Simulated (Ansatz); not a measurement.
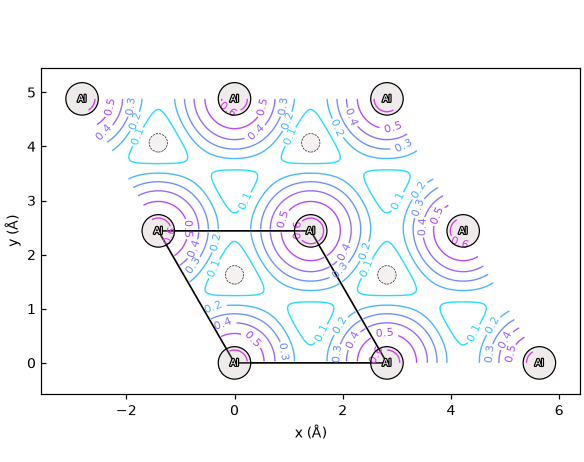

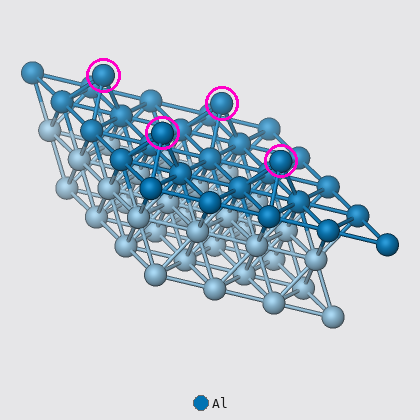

Energy landscape of Al on an Al(111) slab cut from the Fm-3m phase, its upper half relaxed before the scan (12 atoms of substrate and one adsorbate in a 2 × 2 cell). Al is moved over the surface cell; relaxed at each place: the height of the adsorbate's atoms; substrate rigid; the origin of the map has the adsorbate above Al9. Places are given modulo a cell vector. The map is drawn in real space over the plane of the surface. Grid: 6 × 6 points; 10 points were computed and 26 follow by symmetry. Places are given in fractions of the 1 × 1 surface cell. Energies are in eV, from the lowest grid point. Level of theory: Ansatz 0.2.0, DFT LDA, scalar-relativistic, plane waves, PAW. Settings: cutoff 420 eV, k-mesh 6×6×1, gaussian smearing 0.1 eV, no spin polarisation.

In the figure: contour lines labelled in eV, labelled circles for the atoms of the top layer and small ones for the second layer, the outline of one cell of the 2 × 2 shown. Between grid points the surface is interpolated. The second picture is the structure at the lowest point; rings mark the moved atoms.

> Summarise what can be read from the map.

The lowest grid point is at a threefold hollow over a second-layer Al atom, (2/6, 4/6) of the cell vectors. A higher local minimum lies near a threefold hollow over a third-layer Al atom, (4/6, 2/6) of the cell vectors (0.040 eV above the lowest at that grid point). The highest grid point, the top site over a surface Al atom, (0/6, 0/6) of the cell vectors, lies 0.625 eV above the lowest. On the interpolated surface the easiest way out of the lowest well to the well at a threefold hollow over a third-layer Al atom, (4/6, 2/6) of the cell vectors passes a barrier of about 0.12 eV. At the lowest point the adsorbate has 3 Al at 2.68 Å as nearest neighbours, at the highest 1 Al at 2.50 Å. Its relaxed height above the top atom is 2.13 Å at the lowest and 2.50 Å at the highest point.

Each point was launched as `ansatz run input.yaml --threads 4 --pin off --max-ram 12288MiB --backend cpu --events-out ev --progress --plain --runs-dir out`. Time for the 10 points that were run: 4.6 min on 4 threads of Arm Neoverse N1 (shared host).
